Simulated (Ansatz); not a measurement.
## k-point convergence of GW for SiO2 (P6_322)

Aim: the G0W0 gap of SiO2 (P6_322) on a series of meshes, at fixed bands and cutoff.

Main program and level: Ansatz 0.2.0; G0W0 on LDA, plane waves, PAW; PAW set soft_1.

## Step 1: Set-up

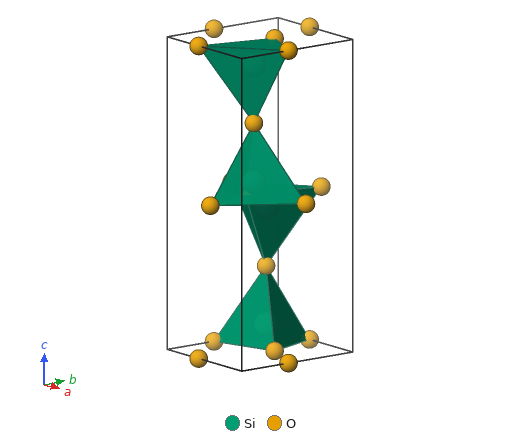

The cell as given, slightly off an axis (silicon teal, oxygen orange). Bonds to atoms that aren't drawn are left out. Some periodic images of atoms are drawn too.

The cell and positions are those that the Materials Project relaxed with its own functionals (PBE, PBE+U or r2SCAN), kept fixed.

## Step 2: The 3×3×2 mesh

Now the one-shot GW correction: screening in the RPA, then the self-energy of the levels asked for. This step takes PAW set soft_1 files.

input.yaml

```yaml
crystal:
  lattice:
    - [5.0690738885, 0.0, 0.0]
    - [-2.5345369442, 4.3899467611, 0.0]
    - [0.0, 0.0, 8.55848854]
  atoms:
    - { symbol: Si, position: [0.66666667, 0.33333333, 0.9371258] }
    - { symbol: Si, position: [0.66666667, 0.33333333, 0.5628742] }
    - { symbol: Si, position: [0.33333333, 0.66666667, 0.0628742] }
    - { symbol: Si, position: [0.33333333, 0.66666667, 0.4371258] }
    - { symbol: O, position: [0.0, 0.42125874, 0.0] }
    - { symbol: O, position: [0.42125874, 0.42125874, 0.5] }
    - { symbol: O, position: [0.57874126, 0.0, 0.5] }
    - { symbol: O, position: [0.57874126, 0.57874126, 0.0] }
    - { symbol: O, position: [0.0, 0.57874126, 0.5] }
    - { symbol: O, position: [0.66666667, 0.33333333, 0.75] }
    - { symbol: O, position: [0.33333333, 0.66666667, 0.25] }
    - { symbol: O, position: [0.42125874, 0.0, 0.0] }
kpoints:
  mp_grid: { grid: [3, 3, 2] }
hamiltonian:
  xc: lda
  pseudopotentials: { kind: paw, azcp: { folder: soft_1 }, xc_functional: pbe }
scf:
  occupations: { method: fixed }
gw:
  n_empty_bands: 432
  ecut_chi: 100
  qp_bands: [v4, c4]
  qp_kpoints: band_edges
  screening: { model: contour_deformation }
```

On the command line:

```sh
> ansatz run input.yaml --threads 2 --pin off --max-ram 92160MiB --backend cuda --events-out ev --progress --plain --runs-dir out --devices 1 --max-vram 13GiB
```

Numbers of over 12 decimals in the logs are rounded to 6 here.

The program printed:

```text
GPUs: using 1 of 1 available (devices: 1).
Engine: ansatz 0.2.0, x86_64-unknown-linux-gnu
Pseudopotentials: kind: paw
Pseudopotential: Si, paw, valence charge 4, recommended cutoff 420 eV (normal), soft_1/Si.paw.azcp
Pseudopotential: O, paw, valence charge 6, recommended cutoff 420 eV (normal), soft_1/O.paw.azcp
Functional definition: SPW92
  exchange = slater_x
  correlation = pw_c
device memory: the entry about to start is reckoned to put 2.0 GiB on a device that reports 53.5 GiB free (of which the cap on the GPU budget leaves the run 13.0 GiB)
GPU FFT provider: cuFFT
GPU libraries: cuBLAS 13.8.2, cuFFT 12.4.0, cuSOLVER 12.3.4
Crystal: 12 atoms, lattice volume = 190.452 Å³
Basis set: ecut = 420 eV, 3755 PW (Γ)
Bands: 44, of which v1, the nominal top of the filled ones, is band 32 counted from 1 (31 counted from 0)
Symmetry: 12 space group operations
Space group: P6322 (ITA 182), of the structure as read, at distance tolerance 5.8e-5 Å
k-points: 6 of 18
Non-local potential: Si, projectors of the file, l = 0: 2, l = 1: 2, l = 2: 1
Non-local potential: O, projectors of the file, l = 0: 2, l = 1: 2, l = 2: 1
PAW form: soft (Blöchl's): semilocal exchange-correlation on the pseudo side does not see the compensation charge
PAW frozen core: Si, regenerated for the run's functional, and the local potential with it (the file was generated under x = pbe(κ = 0.804, μ = 0.219515), c = pbe(β = 0.066725))
PAW frozen core: O, regenerated for the run's functional, and the local potential with it (the file was generated under x = pbe(κ = 0.804, μ = 0.219515), c = pbe(β = 0.066725))
PAW one-centre angular grid: Si, 110 points (default); XC on 64 Gauss nodes
PAW one-centre angular grid: O, 110 points (default); XC on 64 Gauss nodes
Initial density: superposition of atomic densities (chi_scale 0.1, normalization cell, long waves kept (reshape's long-wave potential 0.01 eV rms))
Initial wavefunctions: pseudopotential atomic-orbital guess
GPU buffer pool allocated for 77760 grid points (all kernels)
GPU transforms: local potential and band sums: pruned to the plane-wave sphere, on 36×36×60
Functional: x = slater, c = lda
SCF iter   1: F=—  HF=-6897.589463 eV  |F-HF|=—  |Δ(HF+E_count)|=         —  Δρ=1.15e-1  dr2=2.28e1  ethr=3.10e-3  ⟨swp⟩=4.8  Hψ=1076  notcnv=0  defer=54
preconditioner: auto → Resta (q_TF=auto, 2.275 Å⁻¹)  ε∞=2.5  [insulator: Δε(μ)=7.285 eV  Ē_g=17.846 eV  n_scr=36 (ndim 8)  ℏωp=21.5 eV  f_vac=0.184  ε∞_Penn≈2.5]
SCF iter   2: F=—  HF=-6891.078872 eV  |F-HF|=—  |Δ(HF+E_count)|=    6.51e0  Δρ=4.00e-2  dr2=1.22e0  ethr=3.10e-3  ⟨swp⟩=3.7  Hψ=725  notcnv=0  defer=56
SCF iter   3: F=—  HF=-6890.796020 eV  |F-HF|=—  |Δ(HF+E_count)|=   2.83e-1  Δρ=1.80e-2  dr2=3.81e-1  ethr=1.91e-3  ⟨swp⟩=2.8  Hψ=364  notcnv=0  defer=58
SCF iter   4: F=—  HF=-6890.707438 eV  |F-HF|=—  |Δ(HF+E_count)|=   8.86e-2  Δρ=1.45e-3  dr2=4.31e-3  ethr=5.95e-4  ⟨swp⟩=3.0  Hψ=442  notcnv=0  defer=60
SCF iter   5: F=—  HF=-6890.711417 eV  |F-HF|=—  |Δ(HF+E_count)|=   3.98e-3  Δρ=3.24e-4  dr2=2.34e-4  ethr=6.73e-6  ⟨swp⟩=2.8  Hψ=429  notcnv=0  defer=60
SCF iter   6: F=—  HF=-6890.711603 eV  |F-HF|=—  |Δ(HF+E_count)|=   1.86e-4  Δρ=5.95e-5  dr2=8.36e-6  ethr=3.66e-7  ⟨swp⟩=2.2  Hψ=409  notcnv=0  defer=60
SCF iter   7: F=—  HF=-6890.711624 eV  |F-HF|=—  |Δ(HF+E_count)|=   2.10e-5  Δρ=2.35e-5  dr2=7.29e-7  ethr=1.31e-8  ⟨swp⟩=2.0  Hψ=404  notcnv=0  defer=59
SCF iter   8: F=—  HF=-6890.711624 eV  |F-HF|=—  |Δ(HF+E_count)|=   1.42e-7  Δρ=1.38e-5  dr2=2.60e-7  ethr=1.56e-10  ⟨swp⟩=15.7  Hψ=1531  notcnv=0
SCF iter   9: F=-6890.711624 eV  HF=-6890.711624 eV  |F-HF|=5.36e-9  |Δ(HF+E_count)|=   2.78e-8  Δρ=4.87e-6  dr2=3.49e-8  ethr=1.56e-10  ⟨swp⟩=3.7  Hψ=679  notcnv=0
SCF 1 converged in 9 iterations: F = -6890.711624 eV  dr2 = 3.49e-8
[...]
device memory: the entry about to start is reckoned to put 2.5 GiB on a device that reports 60.0 GiB free (of which the cap on the GPU budget leaves the run 13.0 GiB)
NSCF: frozen V_eff on 6 k-points
[...]
device memory: the entry about to start is reckoned to put 4.5 GiB on a device that reports 60.1 GiB free (of which the cap on the GPU budget leaves the run 13.0 GiB)
NSCF: frozen V_eff on 6 k-points
G₀W₀ screening: q 1/6
[... further progress lines ...]
device memory: the entry about to start is reckoned to put 0.8 GiB on a device that reports 58.3 GiB free (of which the cap on the GPU budget leaves the run 13.0 GiB)
NSCF: frozen V_eff on 1 k-points
device memory: the entry about to start is reckoned to put 0.8 GiB on a device that reports 58.2 GiB free (of which the cap on the GPU budget leaves the run 13.0 GiB)
NSCF: frozen V_eff on 1 k-points
SCF converged after 9 iterations
Free energy (F): -6890.711624 eV
Harris-Foulkes:  -6890.711624 eV  (|F-HF|=5.36e-9)
Internal energy: -6890.711624 eV  (E = F + TS)
E sigma→0 (E₀):  -6890.711624 eV
Fermi energy:    0.234054 eV
--- Per-component energies (eV) ---
  E_band       = -426.582189
  E_kinetic    = 1547.027630
  E_local      = -4951.807787  (includes V_loc(G=0)·N_el)
  E_nonlocal   = 529.156275
  E_hartree    = 1873.222947
  E_xc         = -789.195536
  E_vxc        = -919.339610  (∫ρ·V_xc dr)
  E_paw        = -3165.691281  (= ΣΔE_a)
  E_vpaw       = -378.070710  (= ΣTr[D̂ρ^β])
  E_aug_tail   = 0.006859  (compensation charges beyond the density's cutoff)
  E_ewald      = -1934.543426
  E_core_change = 1.112695  (= ΣΔE_core)
  E_smearing   = -0.000000  (= −TS)
  E_closure    = 0.000000  (closes the sum)
  Σ components = -6890.711624   (vs F -6890.711624, Δ=0.00e0)
--- Band table (eV; the first three rows and the last of 6) ---
  k-point 0: bands = [... 28 lower, -0.4296, -0.3816, 0.2316, 0.2316, 5.6609, 7.9415, 8.3153, 8.9010, ... 8 higher]
  k-point 1: bands = [... 28 lower, -0.3613, -0.3613, 0.0668, 0.0668, 6.4456, 6.4456, 9.2835, 9.2835, ... 8 higher]
  k-point 2: bands = [... 28 lower, -0.4815, -0.3847, -0.2401, 0.2341, 6.9127, 8.7005, 9.0187, 9.1508, ... 8 higher]
  k-point 5: bands = [... 28 lower, -0.4402, -0.4402, -0.2930, -0.2930, 8.7052, 8.7052, 8.8906, 8.8906, ... 8 higher]
--- G₀W₀: contour deformation, 5 samples at zero and on the imaginary axis and 2 off it, 18 q-points, 432 empty bands' worth ---
  eigenvalues of the whole cell's RPA ε∞ on this k-mesh (on a slab, of 1 + 4πα/V) = 2.1060, 2.1060, 2.1161; static W/v taken at q = 0 is 0.474230
  bands read: the sum over 464 bands ends inside a degenerate multiplet in 2 slots, whose members it reads at an even weight; the widest, k=0: bands 464 to 465 (counted from 1) at 1/2 each
  gw.qp_kpoints: band_edges: 6 of 6 stored k-points solved, in 1 pass; an edge of the gap read off the rows below is read off those points alone
    ik  band        ε_KS         Σx   Σc(E_QP)       V_xc       Z   E_QP_lin       E_QP  E_QP is
     0    29     -0.4296   -26.2643     4.1960   -20.3700  0.8067    -2.1537    -2.1278  root
     0    30     -0.3816   -26.3373     4.2012   -20.4468  0.8068    -2.0963    -2.0708  root
     0    31      0.2316   -26.8540     4.1727   -21.0998  0.8079    -1.3710    -1.3498  root
     0    32      0.2316   -26.8540     4.1727   -21.0998  0.8079    -1.3710    -1.3498  root
     0    33      5.6609    -5.5869    -2.9686    -9.9533  0.8803     7.0690     7.0587  root
     0    34      7.9415    -7.9584    -3.6186   -13.5139  0.8608     9.9029     9.8784  root
     0    35      8.3153    -4.6257    -2.6822    -8.7072  0.8780     9.7265     9.7147  root
     0    36      8.9010    -6.1416    -3.8220   -11.9806  0.8641    10.9450    10.9180  root
     1    29     -0.3613   -26.3110     4.1958   -20.4497  0.8064    -2.0517    -2.0268  root
     1    30     -0.3613   -26.3110     4.1958   -20.4497  0.8064    -2.0517    -2.0268  root
     1    31      0.0668   -26.6217     4.1544   -20.8646  0.8078    -1.5579    -1.5359  root
     1    32      0.0668   -26.6217     4.1544   -20.8646  0.8078    -1.5579    -1.5359  root
     1    33      6.4456    -5.9564    -2.9801   -10.4218  0.8763     7.9431     7.9309  root
     1    34      6.4456    -5.9564    -2.9801   -10.4218  0.8763     7.9431     7.9309  root
[...]
5    32     -0.2930   -26.3108     4.2013   -20.4433  0.8064    -1.9839    -1.9590  root
     5    33      8.7052    -8.7233    -3.8178   -14.6968  0.8537    10.8931    10.8608  root
     5    34      8.7052    -8.7233    -3.8178   -14.6968  0.8537    10.8931    10.8608  root
     5    35      8.8906    -4.1471    -2.7592    -8.2986  0.8790    10.2948    10.2829  root
     5    36      8.8906    -4.1471    -2.7592    -8.2986  0.8790    10.2948    10.2829  root
```

It took 21 s on 1 × NVIDIA H100 80GB HBM3 (shared by 6 runs) with 2 threads of AMD EPYC 7R13 (Zen 3), shared host; peak memory 1.5 GiB; 23 s of CPU time.

This step gave:

- bands summed: 464
- RPA ε∞ on this mesh (eigenvalues): 2.106, 2.106, 2.116
- plane waves in the screening matrix: 403
- q-points in the mesh: 18
- G0W0 gap on the mesh: 8.405 eV
- k of the valence top: 0, 0.3333, 0
- k of the conduction bottom: 0, 0, 0
- starting gap on the mesh: 5.427 eV
- Z at the valence top: 0.8079
- Z at the conduction bottom: 0.8803
- least direct G0W0 gap on the computed points: 8.409 eV

The gap on the mesh goes from 5.43 eV to 8.40 eV, a correction of +2.98 eV. Between the two edge states, bare exchange in place of the xc potential would open the gap by 10.12 eV, and correlation takes back 7.14 eV.

## Step 3: The 6×6×2 mesh

A second mesh at equal bands and cutoff isolates the sampling error.

input.yaml: that of step 2 with these lines changed.

```diff
@@ -19,3 +19,3 @@
 kpoints:
-  mp_grid: { grid: [3, 3, 2] }
+  mp_grid: { grid: [6, 6, 2] }
 hamiltonian:
```

The program printed:

```text
GPUs: using 1 of 1 available (devices: 1).
[...]
GPU FFT provider: cuFFT
GPU libraries: cuBLAS 13.8.2, cuFFT 12.4.0, cuSOLVER 12.3.4
Crystal: 12 atoms, lattice volume = 190.452 Å³
Basis set: ecut = 420 eV, 3755 PW (Γ)
Bands: 44, of which v1, the nominal top of the filled ones, is band 32 counted from 1 (31 counted from 0)
Symmetry: 12 space group operations
[...]
k-points: 14 of 72
[...]
GPU buffer pool allocated for 77760 grid points (all kernels)
[...]
SCF iter   1: F=—  HF=-6897.588210 eV  |F-HF|=—  |Δ(HF+E_count)|=         —  Δρ=1.15e-1  dr2=2.28e1  ethr=3.10e-3  ⟨swp⟩=4.9  Hψ=2472  notcnv=0  defer=121
[...]
SCF iter   9: F=-6890.711345 eV  HF=-6890.711345 eV  |F-HF|=2.07e-8  |Δ(HF+E_count)|=   2.27e-7  Δρ=7.71e-6  dr2=7.75e-8  ethr=1.56e-10  ⟨swp⟩=13.6  Hψ=3825  notcnv=0
SCF 1 converged in 9 iterations: F = -6890.711345 eV  dr2 = 7.75e-8
[...]
0    29     -0.4299   -26.2481     4.1906   -20.3700  0.8068    -2.1429    -2.1174  root
     0    30     -0.3819   -26.3217     4.1962   -20.4469  0.8069    -2.0856    -2.0605  root
     0    31      0.2314   -26.8413     4.1658   -21.0998  0.8081    -1.3650    -1.3441  root
     0    32      0.2314   -26.8413     4.1658   -21.0998  0.8081    -1.3650    -1.3441  root
     0    33      5.6608    -5.6090    -2.9507    -9.9533  0.8810     7.0645     7.0544  root
     0    34      7.9413    -7.9877    -3.6010   -13.5140  0.8614     9.8903     9.8665  root
     0    35      8.3151    -4.6300    -2.6719    -8.7073  0.8785     9.7323     9.7205  root
     0    36      8.9010    -6.1533    -3.8120   -11.9806  0.8644    10.9429    10.9162  root
[...]
13    33      8.7051    -8.7305    -3.8112   -14.6969  0.8540    10.8923    10.8603  root
    13    34      8.7051    -8.7305    -3.8112   -14.6969  0.8540    10.8923    10.8603  root
    13    35      8.8904    -4.1503    -2.7515    -8.2987  0.8794    10.2991    10.2872  root
    13    36      8.8904    -4.1503    -2.7515    -8.2987  0.8794    10.2991    10.2872  root
[key lines of the parts left out:]
SCF converged after 9 iterations
Free energy (F): -6890.711345 eV
Fermi energy:    0.248345 eV
```

It took 60 s on 1 × NVIDIA H100 80GB HBM3 (shared by 6 runs) with 2 threads; peak memory 2 GiB.

Numbers from this step:

| Property | Result |
| --- | --- |
| bands summed | 464 |
| RPA ε∞ on this mesh (eigenvalues) | 2.103, 2.103, 2.116 |
| plane waves in the screening matrix | 403 |
| q-points in the mesh | 72 |
| G0W0 gap on the mesh | 8.377 eV |
| k of the valence top | 0, -0.5, 0 |
| k of the conduction bottom | 0, 0, 0 |
| starting gap on the mesh | 5.412 eV |
| Z at the valence top | 0.8081 |
| Z at the conduction bottom | 0.8810 |
| least direct G0W0 gap on the computed points | 8.399 eV |

Against the run with 3×3×2 mesh, 432 empty bands, screening to 100 eV, PAW set soft_1 files, the gap moves by −0.03 eV. A band edge is found at another k point on this mesh.

## Step 4: The 6×6×4 mesh

input.yaml: that of step 3 with these lines changed.

```diff
@@ -19,3 +19,3 @@
 kpoints:
-  mp_grid: { grid: [6, 6, 2] }
+  mp_grid: { grid: [6, 6, 4] }
 hamiltonian:
```

The program printed:

```text
GPUs: using 1 of 1 available (devices: 1).
[...]
GPU FFT provider: cuFFT
GPU libraries: cuBLAS 13.8.2, cuFFT 12.4.0, cuSOLVER 12.3.4
Crystal: 12 atoms, lattice volume = 190.452 Å³
Basis set: ecut = 420 eV, 3755 PW (Γ)
Bands: 44, of which v1, the nominal top of the filled ones, is band 32 counted from 1 (31 counted from 0)
Symmetry: 12 space group operations
[...]
k-points: 21 of 144 (time reversal used)
[...]
0    36      8.9010    -6.1559    -3.8102   -11.9807  0.8645    10.9421    10.9155  root
[...]
20    33      8.7051    -8.7352    -3.8086   -14.6969  0.8541    10.8901    10.8582  root
    20    34      8.7051    -8.7352    -3.8086   -14.6969  0.8541    10.8901    10.8582  root
    20    35      8.8905    -4.1508    -2.7504    -8.2988  0.8795    10.2998    10.2879  root
    20    36      8.8905    -4.1508    -2.7504    -8.2988  0.8795    10.2998    10.2879  root
[key lines of the parts left out:]
SCF converged after 9 iterations
Free energy (F): -6890.710900 eV
Fermi energy:    0.275543 eV
```

The job ended after 73 s (1 × NVIDIA H100 80GB HBM3 (shared by 6 runs) with 2 threads; peak memory 2.6 GiB; 1.8 min of CPU time).

This step gave:

```
bands summed                                 : 464
RPA ε∞ on this mesh (eigenvalues)            : 2.103, 2.103, 2.116
plane waves in the screening matrix          : 403
G0W0 gap on the mesh                         : 8.343 eV
k of the valence top                         : 0, 0, 0.25
k of the conduction bottom                   : 0, 0, 0
starting gap on the mesh                     : 5.385 eV
least direct G0W0 gap on the computed points : 8.396 eV
```

Against the run with 6×6×2 mesh, 432 empty bands, screening to 100 eV, PAW set soft_1 files, the gap moves by −0.03 eV, while the start moved by −0.03 eV. A band edge is found at another k point on this mesh.

## Step 5: The meshes together

Times are wall times on 1 × NVIDIA H100 80GB HBM3 (shared by 6 runs) with 2 threads of AMD EPYC 7R13 (Zen 3), shared host, good to a factor of about two.

```
 mesh  points  irreducible  start (eV)  G0W0 (eV)  shift (eV)  RPA ε∞ (mean)  time
3×3×2      18            6       5.427      8.405      +2.978           2.11  21 s
6×6×2      72           14       5.412      8.377      +2.964           2.11  60 s
6×6×4     144           21       5.385      8.343      +2.957           2.11  73 s
```

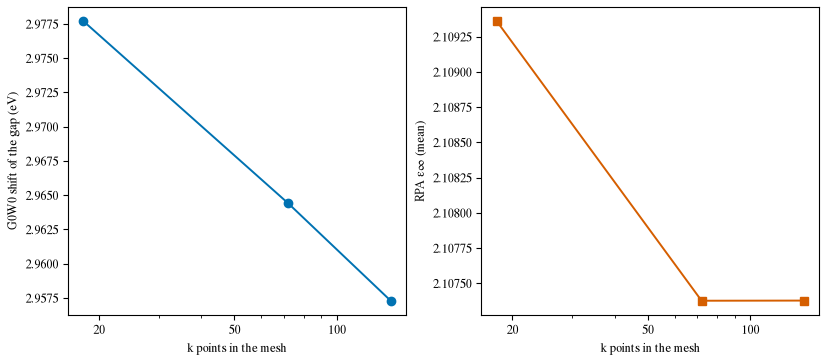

Shift and screening against the mesh.

## Step 6: What came out

| Quantity | Value |
| --- | --- |
| 3×3×2 | 8.405 eV (shift +2.978) |
| 6×6×2 | 8.377 eV (shift +2.964) |
| 6×6×4 | 8.343 eV (shift +2.957) |
| settings | LDA start, 432 empty bands, 100 eV |

In words: The shift is +2.98 eV on 3×3×2 and +2.96 eV on 6×6×4. On 6×6×4 the edges lie at (0.000, 0.000, 0.250) and Γ, on 6×6×2 at (0.000, 0.500, 0.000) and Γ, so these two shifts belong to different pairs of states. The RPA ε∞ (mean) ranges from 2.11 to 2.11 and ends at 2.11. From 18 to 144 points the time grows 3.5-fold. Bands and cutoff are modest here, so the values stand off the basis limit.

[Paths, hosts, dates, memory and timing lines, banners, echoed tables and standing remarks are left out of the program output.]

[Logs are printed without paths, hosts, clocks, repeated set-up lines and the standing remarks that a program may print on its own settings, such as how far it seeks lower states.]

[Runs of the session that timed out or met a known fault of the program may be left out.]

[Cells called generated may have been cut or substituted from an entry of the Crystallography Open Database or the Materials Project.]

[Hosts, paths, dates, database ids (printed as entryN), source tags and the programs' standing remarks are cut or masked in the printed files.]
